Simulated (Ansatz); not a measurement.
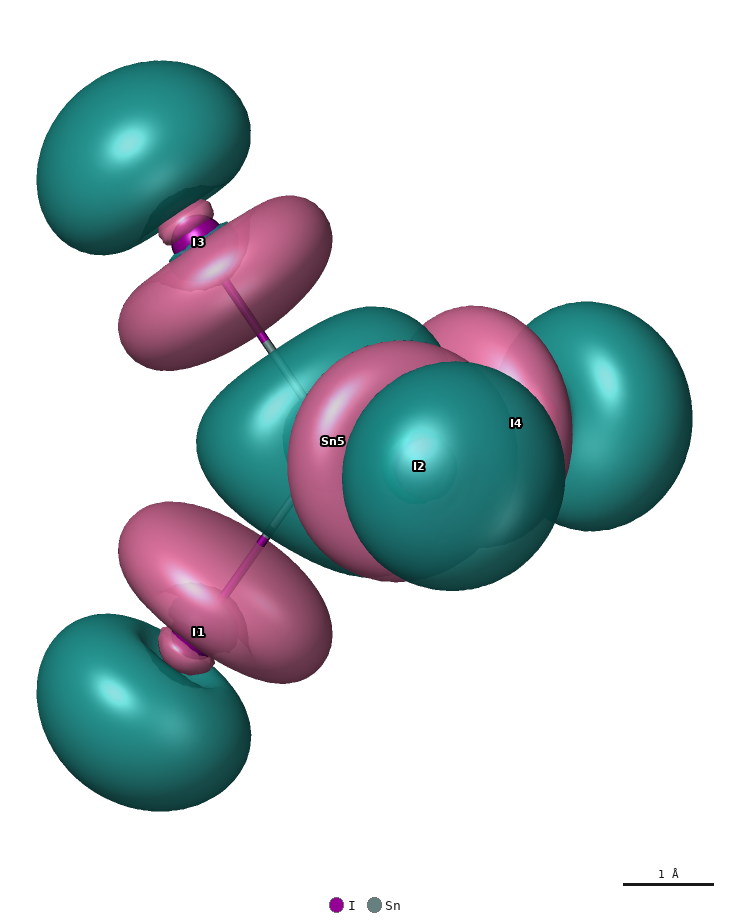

Figure 1: I4Sn. One frontier orbital at ±0.06 Å⁻³ᐟ² (teal and pink are the two phases), seen at a tilt.

Geometry: r2SCAN-D4/def2-SVP; core potentials replace the inner electrons of I and Sn.

The calculation used isolated molecule in a Gaussian basis; Kohn-Sham density functional theory, functional PBE0 in Ansatz.

| atom | x (Å) | y (Å) | z (Å) |
| --- | --- | --- | --- |
| I | -2.3688 | -2.2353 | -0.0912 |
| I | 1.5913 | -1.2354 | -1.7174 |
| I | 0.4123 | 0.2314 | 2.2557 |
| I | -1.4853 | 1.8833 | -1.3495 |
| Sn | -0.4626 | -0.3390 | -0.2256 |

Q: Which orbital is it: HOMO or LUMO?

A: The LUMO, at −3.98 eV. By Hirshfeld shares it lies mainly on Sn5 (about 25 %), I1 (about 20 %), I3 (about 20 %), I2 (about 20 %) and I4 (about 20 %).
